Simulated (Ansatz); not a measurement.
# F3H5InNSi: how energies converge with the basis set

How large a basis does F3H5InNSi need? Two functionals are run in growing sets.

Program: Ansatz 0.2.0, Gaussian basis. Level of theory: one geometry, several basis sets. These are calculated values, not measurements.

Levels to be run: PBE0-D4/def2-SVP; ωB97M-V/def2-SVP; PBE0-D4/def2-QZVPP; ωB97M-V/def2-QZVPP; the functionals' def2-TZVPP values are taken from earlier runs.

**1. The geometry**

An earlier PBE0-D4 in a triple-zeta def2 set relaxation fixed the geometry. In takes the def2 core potential; no spin-orbit term is included.

SMILES `[F][In-]([F])([F])[NH2+][SiH3]`, 11 atoms, charge 0, spin multiplicity 1.

Atoms are counted from 1 here; the program's logs count them from 0.

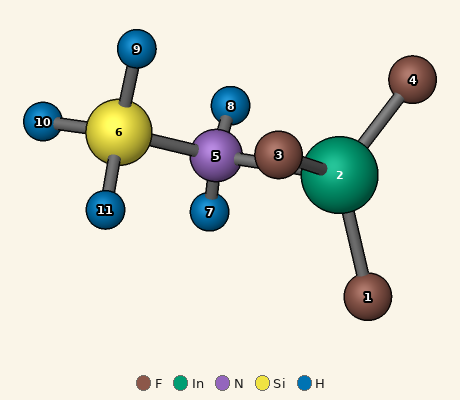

The geometry (fluorine brown, indium teal, nitrogen purple, silicon yellow, hydrogen blue); atoms are numbered from 1 in the order of the file.

**2. PBE0-D4 in def2-SVP**

Input file in.yaml:

```yaml
crystal:
  periodic: [false, false, false]
  atoms:
    - {symbol: F, position_ang: [-2.399545, -1.883236, -0.252611]}
    - {symbol: In, position_ang: [-0.466241, -1.774601, -0.066384]}
    - {symbol: F, position_ang: [0.265732, -1.495932, 1.723562]}
    - {symbol: F, position_ang: [0.653429, -2.673858, -1.378353]}
    - {symbol: N, position_ang: [-0.151981, 0.371707, -0.707313]}
    - {symbol: Si, position_ang: [0.570733, 1.395998, 0.587673]}
    - {symbol: H, position_ang: [-1.065016, 0.708556, -1.003378]}
    - {symbol: H, position_ang: [0.430610, 0.331502, -1.540201]}
    - {symbol: H, position_ang: [1.890185, 0.814187, 0.893860]}
    - {symbol: H, position_ang: [0.716881, 2.771680, 0.048784]}
    - {symbol: H, position_ang: [-0.379486, 1.377097, 1.714662]}
basis:
  gaussian: {orbitals: def2-SVP}
hamiltonian: {xc: pbe0, dispersion: d4}
output: {orbitals: {seedname: orbitals}}
```

Command:

```
> ansatz run in.yaml --threads 4 --pin off --events-out ev --progress --plain --max-ram 11315MiB
```

Log:

```text
Functional definition: PBE0
  name "PBE0"
  cite "Adamo & Barone, J. Chem. Phys. 110, 6158 (1999) doi:10.1063/1.478522"
  cite "Perdew, Burke & Ernzerhof, Phys. Rev. Lett. 77, 3865 (1996) doi:10.1103/PhysRevLett.77.3865"
  parent pbe
  parameter a = 0.25
  parameter kappa = 0.804
  parameter beta = 0.06672455060314922
  exchange = (1 - a)*pbe_x(kappa = kappa, mu = beta*pi^2/3) + a*exact_x
  correlation = pbe_c(beta = beta)
1283 factors; integrals over basis functions are off by at most 1.1e-3 eV
mean field evaluation 1: about -22744.5579 eV, gradient 7.3e1 eV
mean field evaluation 2: about -22730.3982 eV, gradient 1.2e2 eV
mean field evaluation 4: about -22753.5282 eV, gradient 4.7e0 eV
mean field evaluation 8: about -22753.6886 eV, gradient 1.4e-1 eV
mean field evaluation 16: about -22753.6886 eV, gradient 7.6e-5 eV
mean field -22753.68859984 eV, -836.1826330399 hartree, gradient 7.6e-5 eV, S^2 0.000000; 0 other end points of the search recorded, 0 dependent functions left out
reference -22753.68864344 eV, -836.1826346424 hartree; 37, 37 occupied and 88, 88 virtual orbitals, 1283 factors
Total energy: -22753.89940519 eV, -836.1903799938 hartree
```

Run time: 3.7 s. Hardware: 4 threads of Intel Xeon at 2.50GHz, shared host; peak memory 0.31 GiB.

**3. ωB97M-V in def2-SVP**

in.yaml: that of step 2 with these lines changed.

```diff
@@ -16,3 +16,3 @@
   gaussian: {orbitals: def2-SVP}
-hamiltonian: {xc: pbe0, dispersion: d4}
+hamiltonian: {xc: {name: wB97M-V}}
 output: {orbitals: {seedname: orbitals}}
```

Launched as before.

Log, cut to the lines that bear on the results:

```text
Functional definition: wB97M-V
  name "wB97M-V"
  cite "Mardirossian & Head-Gordon, J. Chem. Phys. 144, 214110 (2016) doi:10.1063/1.4952647"
  cite "Becke, J. Chem. Phys. 107, 8554 (1997) doi:10.1063/1.475007"
  cite "Vydrov & Van Voorhis, J. Chem. Phys. 133, 244103 (2010) doi:10.1063/1.3521275"
  # Of w^i u^j: cxij and so on, Table III.
[...]
  gx(w, u) = 1 - cx + cx01*u + cx10*w
  gss(w, u) = css00 + css04*u^4 + css10*w + css20*w^2 + css43*w^4*u^3
  gos(w, u) = cos00 + cos10*w + (cos20 + cos21*u)*w^2 + (cos60 + cos61*u)*w^6
[...]
      + integral(e_c_pw_mod_opposite_spin*gos(b97_w_opposite, b97_u_opposite)) + vv10(b, c)
1283 factors; integrals over basis functions are off by at most 1.1e-3 eV
351 factors; integrals over basis functions are off by at most 5.8e-6 eV
[...]
mean field -22761.75146321 eV, -836.4789378037 hartree, gradient 3.6e-5 eV, S^2 0.000000; 0 other end points of the search recorded, 0 dependent functions left out
reference -22761.75153198 eV, -836.4789403308 hartree; 37, 37 occupied and 88, 88 virtual orbitals, 1283 factors
Total energy: -22761.75153198 eV, -836.4789403308 hartree
```

Wall time 12 s (4 threads of Intel Xeon at 2.50GHz, shared host); peak memory 0.47 GiB.

**4. PBE0-D4 in def2-QZVPP**

in.yaml: that of step 3 with these lines changed.

```diff
@@ -15,4 +15,4 @@
 basis:
-  gaussian: {orbitals: def2-SVP}
-hamiltonian: {xc: {name: wB97M-V}}
+  gaussian: {orbitals: "def2-QZVPP.json"}
+hamiltonian: {xc: pbe0, dispersion: d4}
 output: {orbitals: {seedname: orbitals}}
```

Launched as before.

Log:

```text
Functional definition: PBE0
  name "PBE0"
  cite "Adamo & Barone, J. Chem. Phys. 110, 6158 (1999) doi:10.1063/1.478522"
  cite "Perdew, Burke & Ernzerhof, Phys. Rev. Lett. 77, 3865 (1996) doi:10.1103/PhysRevLett.77.3865"
  parent pbe
  parameter a = 0.25
  parameter kappa = 0.804
  parameter beta = 0.06672455060314922
  exchange = (1 - a)*pbe_x(kappa = kappa, mu = beta*pi^2/3) + a*exact_x
  correlation = pbe_c(beta = beta)
1927 factors; their error is unknown
mean field evaluation 1: about -22758.4889 eV, gradient 8.6e1 eV
mean field evaluation 2: about -22737.2791 eV, gradient 1.5e2 eV
mean field evaluation 4: about -22769.8393 eV, gradient 6.9e0 eV
mean field evaluation 8: about -22769.9201 eV, gradient 3.9e-2 eV
mean field evaluation 16: about -22769.9761 eV, gradient 4.8e-5 eV
mean field -22769.97614752 eV, -836.7811893771 hartree, gradient 4.8e-5 eV, S^2 0.000000; 0 other end points of the search recorded, 0 dependent functions left out
reference -22769.97620026 eV, -836.7811913155 hartree; 37, 37 occupied and 493, 493 virtual orbitals, 1927 factors
Total energy: -22770.18696201 eV, -836.7889366669 hartree
```

Run time: 32 s. Hardware: 4 threads of Intel Xeon at 2.50GHz, shared host; peak memory 2.5 GiB.

**5. ωB97M-V in def2-QZVPP**

in.yaml: that of step 4 with these lines changed.

```diff
@@ -16,3 +16,3 @@
   gaussian: {orbitals: "def2-QZVPP.json"}
-hamiltonian: {xc: pbe0, dispersion: d4}
+hamiltonian: {xc: {name: wB97M-V}}
 output: {orbitals: {seedname: orbitals}}
```

The command is unchanged.

Log, cut to the lines that bear on the results:

```text
Functional definition: wB97M-V
  name "wB97M-V"
  cite "Mardirossian & Head-Gordon, J. Chem. Phys. 144, 214110 (2016) doi:10.1063/1.4952647"
  cite "Becke, J. Chem. Phys. 107, 8554 (1997) doi:10.1063/1.475007"
  cite "Vydrov & Van Voorhis, J. Chem. Phys. 133, 244103 (2010) doi:10.1063/1.3521275"
  # Of w^i u^j: cxij and so on, Table III.
[...]
  gx(w, u) = 1 - cx + cx01*u + cx10*w
  gss(w, u) = css00 + css04*u^4 + css10*w + css20*w^2 + css43*w^4*u^3
  gos(w, u) = cos00 + cos10*w + (cos20 + cos21*u)*w^2 + (cos60 + cos61*u)*w^6
[...]
      + integral(e_c_pw_mod_opposite_spin*gos(b97_w_opposite, b97_u_opposite)) + vv10(b, c)
1867 factors; their error is unknown
414 factors; integrals over basis functions are off by at most 7.4e-6 eV
[...]
mean field -22778.30916448 eV, -837.0874221023 hartree, gradient 3.8e-5 eV, S^2 0.000000; 0 other end points of the search recorded, 0 dependent functions left out
reference -22778.30925416 eV, -837.0874253980 hartree; 37, 37 occupied and 493, 493 virtual orbitals, 1867 factors
Total energy: -22778.30925416 eV, -837.0874253980 hartree
```

Run time: 55 s. Hardware: 4 threads of Intel Xeon at 2.50GHz, shared host; peak memory 2.9 GiB.

**6. Density functionals: the series**

The def2-TZVPP values come from earlier runs at the same geometry.

```csv
functional,basis,functions,energy (eV),from the largest (eV),HOMO (eV),LUMO (eV)
PBE0-D4,def2-SVP,125,-22753.8994,16.288,-9.66,-1.55
PBE0-D4,def2-TZVPP,286,-22769.2795,0.907,-9.87,-1.84
PBE0-D4,def2-QZVPP,530,-22770.1870,0.000,-9.90,-1.91
ωB97M-V,def2-SVP,125,-22761.7515,16.558,-12.00,0.43
ωB97M-V,def2-TZVPP,286,-22777.4611,0.848,-12.20,0.01
ωB97M-V,def2-QZVPP,530,-22778.3093,0.000,-12.22,-0.21
```

**7. Outcome**

| quantity | value |
| --- | --- |
| PBE0-D4: double and triple zeta above quadruple | 16.29, 0.91 eV |
| ωB97M-V: double and triple zeta above quadruple | 16.56, 0.85 eV |

**Reading.** PBE0-D4 gains 15.38 eV from double to triple zeta, then 0.91 eV more. These are total energies; as a rule much of such shifts cancels in differences, which this series doesn't test.

For PBE0-D4 the largest set took about 9 times as long as the smallest (32 s against 3.7 s).
